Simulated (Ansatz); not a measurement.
## How methods differ on SiO2 (silicon dioxide molecule)

The species is SiO2 (3 atoms), meant as a singlet with charge 0. SMILES: `O=[Si]=O`. The coordinates come from a PBE0-D4/def2-TZVP relaxation.

```xyz
3

O     0.6977    1.2296    0.5188
Si    0.0000    0.0000    0.0000
O    -0.6977   -1.2296   -0.5188
```

Quantity: the energy change with the O1–Si2 bond stretched from 1.506 to 3.765 Å, in eV. The values are calculated.

| level | kind | program | value (eV) | less FCI/STO-3G |
| --- | --- | --- | --- | --- |
| HF/STO-3G (restricted) | Hartree–Fock | Ansatz | 2.06 | -0.88 |
| MP2/STO-3G (restricted) | perturbation theory | Ansatz | 3.42 | +0.48 |
| BCCD(T)/STO-3G (restricted) | coupled cluster or CI | Ansatz | 3.06 | +0.12 |
| CCSD(T)/STO-3G (restricted) | coupled cluster or CI | Ansatz | 3.00 | +0.06 |
| FCI/STO-3G | exact in the basis | Ansatz | 2.94 | 0.00 |

FCI/STO-3G is exact within its basis and frozen core, so for wave-function methods in that basis the difference is their error. The first shape isn't each level's own minimum. The values span 2.06 to 3.42 eV. All rows use very small basis sets, so none should be taken for the real molecule's value.

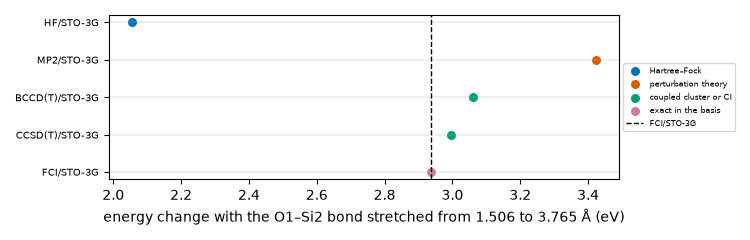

The values of the table, level by level.
